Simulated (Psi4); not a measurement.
# UMP2/aug-cc-pVDZ run of C2H5Si (SMILES C=C[SiH2])

Aim: the vertical doublet–quartet gap of C2H5Si at UMP2/aug-cc-pVDZ, from 2 runs. 

The results are computed with Psi4 1.11.

2 further runs of the same task are left out: 2 set aside as unsound or not needed.

## Step 1: The structure to begin with

C2H5Si: 8 atoms, total charge 0, spin state doublet. SMILES: `C=C[SiH2]`. The coordinates come from a PBE0-D4/def2-TZVP relaxation.

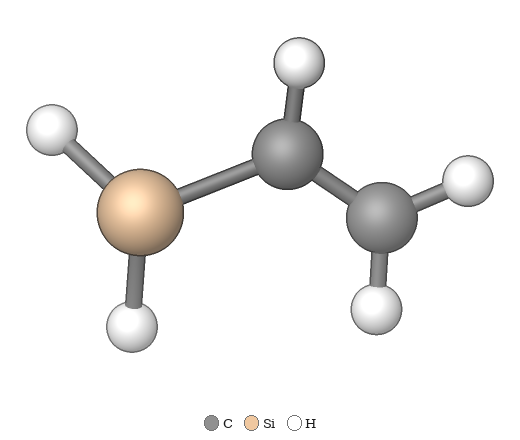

The structure, seen from a chosen angle (carbon grey, silicon light orange, hydrogen white).

## Step 2: The energy at UMP2/aug-cc-pVDZ

Contents of calc.inp:

```
memory 1.6 GB

molecule {
  0 2
  C     -0.77214209     1.75782324    -1.65899056
  C     -0.67595503     0.65932544     0.61718455
  Si     1.67505324    -1.72626481     1.52614282
  H      0.50304509     1.21868438    -3.17455092
  H     -2.13350079     3.22840811    -2.10080853
  H     -1.99687360     1.30239925     2.05828969
  H      2.89411556    -2.91792611    -0.70883627
  H      0.68030140    -3.63054183     3.33612250
  units au
  symmetry c1
  no_reorient
  no_com
}

set globals {
  basis aug-cc-pVDZ
  reference uhf
  puream true
  e_convergence 1e-09
  d_convergence 1e-08
  scf_type pk
  num_frozen_docc 7
  mp2_type conv
  maxiter 200
}

energy_value = energy('mp2')
```

The run is started by

```bash
$ psi4 -i calc.inp -o calc.out -n 1
```

calc.out:

```text
[...]
  Running in c1 symmetry.
[...]
  Nuclear repulsion =   90.643212348137254
[...]
  Multiplicity = 2
[...]
  Nalpha       = 16
  Nbeta        = 15
[...]
    Number of basis functions: 118
[...]
   @UHF iter   1:  -367.33632031181264   -6.65661e-01   3.97713e-03 ADIIS/DIIS
[...]
   @UHF iter  17:  -367.52384568681191   -3.86535e-12   4.97368e-09 DIIS
[...]
   @S^2 Observed:                8.953761493E-01
[...]
    Orbital Energies [Eh]
    ---------------------
    Alpha Occupied:
       1A    -68.784536     2A    -11.253646     3A    -11.229314
       4A     -6.134181     5A     -4.246124     6A     -4.237565
       7A     -4.237193     8A     -1.048071     9A     -0.807133
      10A     -0.702813    11A     -0.628330    12A     -0.568085
      13A     -0.483158    14A     -0.459510    15A     -0.416859
      16A     -0.308208
    Alpha Virtual:
      17A      0.036278    18A      0.047358    19A      0.048839
      20A      0.063839    21A      0.066585    22A      0.076141
      23A      0.089267    24A      0.094718    25A      0.112926
[...]
  @UHF Final Energy:  -367.52384568681191
   => Energetics <=
    Nuclear Repulsion Energy =             90.6432123481372543
    One-Electron Energy =                -685.6813815101518230
    Two-Electron Energy =                 227.5143234752027013
    Total Energy =                       -367.5238456868119101
  UHF NO Occupations:
  HONO-2 :   14  A 1.9984268
  HONO-1 :   15  A 1.9287845
[...]
 Multipole Moments:
 ------------------------------------------------------------------------------------
     Multipole            Electronic (a.u.)      Nuclear  (a.u.)        Total (a.u.)
 ------------------------------------------------------------------------------------
 L = 1.  Multiply by 2.5417464519 to convert [e a0] to [Debye]
 Dipole X            :        -14.9138735           14.7092503           -0.2046232
 Dipole Y            :         10.6615906          -10.4637915            0.1977991
 Dipole Z            :        -14.6691145           14.5253799           -0.1437346
 Magnitude           :                                                    0.3188335
[...]
	SCS-MP2 Total Energy (a.u.)        :  -367.88459191279929
	SOS-MP2 Total Energy (a.u.)        :  -367.85835720078978
	SCSN-MP2 Total Energy (a.u.)       :  -367.66236496622207
[...]
	SOS-PI-MP2 Total Energy (a.u.)     :  -367.91410911978613
[...]
	MP2 Total Energy (a.u.)            :  -367.88130941782197
[...]
```

Wall time 15 s (1 thread of INTEL XEON PLATINUM 8581C at 2.30GHz (Emerald Rapids), shared host); peak memory 0.96 GiB.

## Step 3: The quartet, same level

Contents of c2h5si.xyz:

```xyz
8
C2H5Si
C     -0.408600     0.930200    -0.877900
C     -0.357700     0.348900     0.326600
Si     0.886400    -0.913500     0.807600
H      0.266200     0.644900    -1.679900
H     -1.129000     1.708400    -1.111700
H     -1.056700     0.689200     1.089200
H      1.531500    -1.544100    -0.375100
H      0.360000    -1.921200     1.765400
```

Contents of run_ase.py:

```python
import numpy as np
from ase.calculators.psi4 import Psi4
from ase.io import read

a = read('c2h5si.xyz')
calc = Psi4(atoms=a, method='mp2', basis='aug-cc-pVDZ', memory='1600MB', num_threads=1, charge=0, multiplicity=4, label='calc', reference='uhf')
calc.psi4.set_options({'puream': True, 'e_convergence': 1e-09, 'd_convergence': 1e-08, 'scf_type': 'pk', 'num_frozen_docc': 7, 'mp2_type': 'conv', 'maxiter': 200})
a.calc = calc

print(f'energy: {a.get_potential_energy():.6f} eV')
```

The run is started by

```bash
$ python run_ase.py
```

calc.dat:

```text
[...]
  Running in c1 symmetry.
[...]
  Nuclear repulsion =   90.643212233150905
[...]
  Multiplicity = 4
[...]
  Nalpha       = 17
  Nbeta        = 14
[...]
    Number of basis functions: 118
[...]
   @UHF iter   1:  -367.02989923971347   -3.59240e-01   4.50915e-03 DIIS/ADIIS
[...]
   @UHF iter  19:  -367.39038487376774   -1.81331e-11   8.03255e-09 DIIS
[...]
   @S^2 Observed:                3.771822648E+00
[...]
    Orbital Energies [Eh]
    ---------------------
    Alpha Occupied:
       1A    -68.789112     2A    -11.244658     3A    -11.238329
       4A     -6.137674     5A     -4.249884     6A     -4.240873
       7A     -4.240263     8A     -1.104474     9A     -0.845204
      10A     -0.714259    11A     -0.640747    12A     -0.579848
      13A     -0.551544    14A     -0.485029    15A     -0.472484
      16A     -0.341587    17A     -0.233716
    Alpha Virtual:
      18A      0.034947    19A      0.046891    20A      0.048997
      21A      0.063760    22A      0.068347    23A      0.076388
      24A      0.088646    25A      0.098625    26A      0.121168
[...]
  @UHF Final Energy:  -367.39038487376774
   => Energetics <=
    Nuclear Repulsion Energy =             90.6432122331509049
    One-Electron Energy =                -685.3749744700487554
    Two-Electron Energy =                 227.3413773631300785
    Total Energy =                       -367.3903848737677436
  UHF NO Occupations:
  HONO-2 :   15  A 1.0000000
  HONO-1 :   16  A 1.0000000
[...]
 Multipole Moments:
 ------------------------------------------------------------------------------------
     Multipole            Electronic (a.u.)      Nuclear  (a.u.)        Total (a.u.)
 ------------------------------------------------------------------------------------
 L = 1.  Multiply by 2.5417464519 to convert [e a0] to [Debye]
 Dipole X            :          0.9291886           -1.2933106           -0.3641220
 Dipole Y            :         -0.2146401            0.4620065            0.2473665
 Dipole Z            :          1.4878897           -1.5687222           -0.0808326
 Magnitude           :                                                    0.4475588
[...]
	SCS-MP2 Total Energy (a.u.)        :  -367.71145911320150
	SOS-MP2 Total Energy (a.u.)        :  -367.71323360360736
	SCSN-MP2 Total Energy (a.u.)       :  -367.51214181777493
[...]
	SOS-PI-MP2 Total Energy (a.u.)     :  -367.73806812128737
[...]
	MP2 Total Energy (a.u.)            :  -367.70791013238971
[...]
```

The script printed:

```text
energy: -10005.841887 eV
```

Wall time 16 s (1 thread of INTEL XEON PLATINUM 8581C at 2.30GHz (Emerald Rapids), shared host); peak memory 0.98 GiB.

## Step 4: Summary of results

At UMP2/aug-cc-pVDZ, 7 core orbitals frozen:

| quantity | value |
| --- | --- |
| doublet: total energy | -367.88131 Eh |
| doublet: HOMO energy (Hartree–Fock orbitals) (highest over α and β) | -8.39 eV |
| doublet: LUMO energy (Hartree–Fock orbitals) (lowest over α and β) | 0.93 eV |
| doublet: correlation energy (7 core orbitals frozen) | -357.5 mEh |
| doublet: ⟨S²⟩ of the reference determinant | 0.895 |
| quartet: total energy | -367.70791 Eh |
| quartet: HOMO energy (Hartree–Fock orbitals) (highest over α and β) | -6.36 eV |
| quartet: LUMO energy (Hartree–Fock orbitals) (lowest over α and β) | -0.31 eV |
| quartet: correlation energy (7 core orbitals frozen) | -317.5 mEh |
| quartet: ⟨S²⟩ of the reference determinant | 3.772 |
| vertical energy of the quartet above the doublet | 4.718 eV |

**Reading.** At this shape the quartet lies 4.72 eV (455 kJ/mol) above the doublet. ⟨S²⟩ (doublet) is 0.90 where a pure doublet has 0.75: the reference is spin-contaminated.
